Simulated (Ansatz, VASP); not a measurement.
# SrGeC: VASP beside Ansatz, part 2 of 2

One calculation is typed for both programs; each brings its own data sets. How far apart do they land? The cell is invented: As first built, before any earlier steps moved the atoms (in the runner's words): it takes the SrSiGe structure with some of its atoms replaced by other elements, volume scaled by an estimate. It may not be a known or stable phase. The cell is taken from a series of VASP runs on this material, whose earlier steps may have relaxed, scaled or displaced it; both programs get it as it stands. Valence electrons are named where the data sets of a main pair hold unlike numbers.

VASP 6.6.1 and Ansatz 0.2.0.

So far. Step 3 (Ansatz: single point, BLYP): The run ends at a pressure of -0.37 GPa, with forces up to 0.062 eV/Å.

## Step 7: VASP: band structure, BLYP

Level of this step: BLYP; plane waves and PAW (Sr_sv, Ge_d, C); invented cell (VASP).

The same cell, functional (in two slightly different forms), mesh and smearing now go to VASP, with its own data sets.

Input file INCAR:

```
SYSTEM = SrGeC
PREC = Accurate
ENCUT = 520
EDIFF = 1E-06
NELM = 100
ISMEAR = -1
SIGMA = 0.05
LREAL = .FALSE.
ALGO = Normal
GGA = B5
ALDAX = 1
AGGAX = 1
AGGAC = 1
ALDAC = 0
NBANDS = 27
LORBIT = 11
LWAVE = .FALSE.
LCHARG = .FALSE.
```

Input file POSCAR:

```
SrGeC
1.0
    3.3738435062     -0.0442250822     -0.0225433496
   -1.6416818927      3.9198555329      0.2700258552
    0.0235827661      0.2062181336      5.1246383429
Sr Ge C
1 1 1
Direct
    0.6689023961      0.3401983892      0.9288894129
    0.9496572779      0.9044411838      0.4338923695
    0.3767053260      0.7581634269      0.6415582178
```

Input file KPOINTS:

```
Automatic mesh
0
Gamma
7 6 5
0 0 0
```

Input file KPOINTS_OPT:

```
Line mode
16
Line-mode
Reciprocal
  0.50000000  -0.50000000   0.00000000 X
  0.00000000   0.00000000   0.00000000 GAMMA

  0.00000000   0.00000000   0.00000000 GAMMA
  0.00000000   0.00000000  -0.50000000 Y

  0.50000000  -0.50000000  -0.50000000 L
  0.00000000   0.00000000   0.00000000 GAMMA

  0.00000000   0.00000000   0.00000000 GAMMA
  0.00000000   0.50000000   0.50000000 Z

  0.50000000   0.00000000   0.50000000 N
  0.00000000   0.00000000   0.00000000 GAMMA

  0.00000000   0.00000000   0.00000000 GAMMA
  0.00000000   0.50000000   0.00000000 M

  0.50000000   0.00000000   0.00000000 R
  0.00000000   0.00000000   0.00000000 GAMMA
```

The projector-augmented-wave data sets are Sr_sv, Ge_d and C (PBE family, release 64).

Command:

```console
$ mpirun -np 1 vasp_std
```

Numbers of over 12 decimals in the logs are rounded to 6 here.

Log:

```text
[banner, memory and clock lines left out]
running    1 mpi-ranks, on    1 nodes
[...]
[... a notice as in an earlier step ...]

 LDA part: xc-table for (Slater(with rela. corr.)+VWN5), standard interpolation
 POSCAR, INCAR and KPOINTS ok, starting setup
[...]
entering main loop
       N       E                     dE             d eps       ncg     rms          rms(c)
DAV:   1     0.234581551885E+03    0.23458E+03   -0.12946E+04  7230   0.188E+03
DAV:   2     0.203463473364E+02   -0.21424E+03   -0.19909E+03  6408   0.597E+02
DAV:   3    -0.132354277854E+02   -0.33582E+02   -0.33104E+02  7008   0.113E+02
DAV:   4    -0.156853570483E+02   -0.24499E+01   -0.24405E+01  9497   0.283E+01
[...]
DAV:  12    -0.127730901952E+02   -0.15838E-04   -0.40295E-05  6395   0.461E-02    0.112E-02
DAV:  13    -0.127730917467E+02   -0.15516E-05   -0.54065E-06  7150   0.116E-02    0.401E-03
DAV:  14    -0.127730926340E+02   -0.88723E-06   -0.15491E-06  5350   0.714E-03
   1 F= -.12773093E+02 E0= -.12772064E+02  d E =-.205717E-02
 Start KPOINTS_OPT (optional k-point list driver)
k-point batch [1-106\112]
       N       E                     dE             ncg
DAV:   1    -0.114031344242E+05   -0.60101E+05     7300
DAV:   2    -0.335545381858E+05   -0.22151E+05     6418
DAV:   3    -0.370067346235E+05   -0.34522E+04     6843
DAV:   4    -0.372846524409E+05   -0.27792E+03     9869
DAV:   5    -0.372867824297E+05   -0.21300E+01     6803
DAV:   6    -0.372868283477E+05   -0.45918E-01     7791
DAV:   7    -0.372868290337E+05   -0.68598E-03     6937
DAV:   8    -0.372868290629E+05   -0.29187E-04     6556
DAV:   9    -0.372868290636E+05   -0.77343E-06     4418
k-point batch [107-112\112]
       N       E                     dE             ncg
DAV:   1     0.416347702468E+05   -0.10661E+04      401
DAV:   2     0.403860343044E+05   -0.12487E+04      364
DAV:   3     0.401904665853E+05   -0.19557E+03      377
DAV:   4     0.401739917439E+05   -0.16475E+02      568
DAV:   5     0.401738576628E+05   -0.13408E+00      377
DAV:   6     0.401738530851E+05   -0.45777E-02      461
DAV:   7     0.401738530340E+05   -0.51090E-04      393
DAV:   8     0.401738530325E+05   -0.15372E-05      368
DAV:   9     0.401738530324E+05   -0.72912E-07      213
```

Parts of OUTCAR (step 7):

```text
  Total       -0.0126479     -0.0197603     -0.0296249      0.0042417      0.0039638      0.0074299
  in kB       -0.3014473     -0.4709640     -0.7060759      0.1010967      0.0944725      0.1770842
  external PRESSURE =      -0.4928290 kB  Pullay stress =       0.0000000 kB

 POSITION                                       TOTAL-FORCE (eV/Angst)
 -----------------------------------------------------------------------------------
      1.72018      1.49550      4.83701        -0.006530     -0.007437     -0.000811
      1.72942      3.59276      2.44636         0.003673      0.001123      0.007381
      0.04141      3.08753      3.48399         0.002857      0.006314     -0.006570
 -----------------------------------------------------------------------------------
    total drift:                                0.000773      0.000696      0.000887

  FREE ENERGIE OF THE ION-ELECTRON SYSTEM (eV)
  ---------------------------------------------------
  free  energy   TOTEN  =       -12.7730926340 eV

  energy  without entropy=      -12.7710354624  energy(sigma->0) =      -12.77206405

[... 1 part as in an earlier step ...]

[... 2 further parts left out ...]
[key lines of the parts left out:]
E-fermi :   4.0373
```

Spin-orbit coupling is off here; it would split degenerate levels.

## Step 8: Differences

Both answers:

```csv
quantity,Ansatz,VASP,difference
pressure (GPa),-0.37,-0.05,-0.32
pressure without Ansatz's Pulay correction (GPa),-0.47,-0.05,-0.42
```

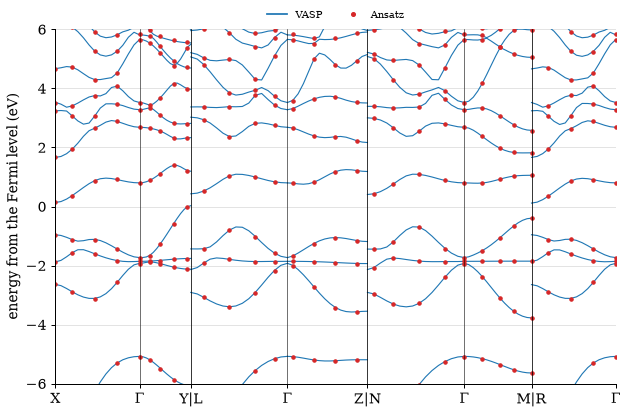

Bands from VASP (lines) and levels from Ansatz (dots). Dots without a line are higher empty bands that the VASP plot leaves out.

At this near-relaxed geometry the largest component of a force difference is 49 meV/Å. Levels from 3 eV below to 2 eV above the Fermi level differ by 7 meV r.m.s. and 15 meV at most; each VASP level is matched to the nearest of Ansatz, which flatters the figure a little. Our record labels this cell a metal in VASP alone; each run is judged by its own test, so with a small gap or wide smearing the label says little about the levels. Ansatz's pressure holds a Pulay correction of 0.10 GPa; VASP's holds none.

## Step 9: Further runs

Further runs change the set-up of one program: Ansatz's method, potentials or start, or VASP's data sets, cutoff or form of LDA. The table gives Ansatz less VASP for each quantity, since a change that brings one quantity closer may part another.

```csv
run,r.m.s. force difference (meV/Å),pressure (GPa),pressure without Ansatz's Pulay correction (GPa)
as above,23,-0.32,-0.42
cores kept as stored,23,-0.32,-0.42
Ansatz's larger PAW set (cutoff 800 eV),17,-0.28,
norm-conserving potentials (cutoff 1116 eV),16,-0.24,
```

## Step 10: What came out

| Property | Result |
| --- | --- |
| r.m.s. force difference (single point, BLYP) | 23 meV/Å |
| r.m.s. force difference (band structure, BLYP) | 23 meV/Å |

What this shows: The r.m.s. force difference is 23 meV/Å (band structure, BLYP), beyond the 12 meV/Å picked in this series as the mark of a large difference. Single point, BLYP, Ansatz's larger PAW set (cutoff 800 eV): r.m.s. force difference goes from 23 to 17 meV/Å. Single point, BLYP, norm-conserving potentials (cutoff 1116 eV): r.m.s. force difference goes from 23 to 16 meV/Å; the difference in pressure goes from -0.31 to -0.23 GPa. Band structure, BLYP, Ansatz's larger PAW set (cutoff 800 eV): r.m.s. force difference goes from 23 to 17 meV/Å. Band structure, BLYP, norm-conserving potentials (cutoff 1116 eV): r.m.s. force difference goes from 23 to 16 meV/Å; the difference in pressure goes from -0.32 to -0.24 GPa. How closely two codes agree says nothing of how well the functional describes the real material.

[Lines on the potential files, build, host, timing and source positions are cut from VASP's logs without a mark.]

[Logs are printed without paths, hosts, clocks, repeated set-up lines and the standing remarks that a program may print on its own settings, such as how far it seeks lower states.]

[Hosts, paths, dates, database ids (printed as entryN), source tags and the programs' standing remarks are cut or masked in the printed files.]
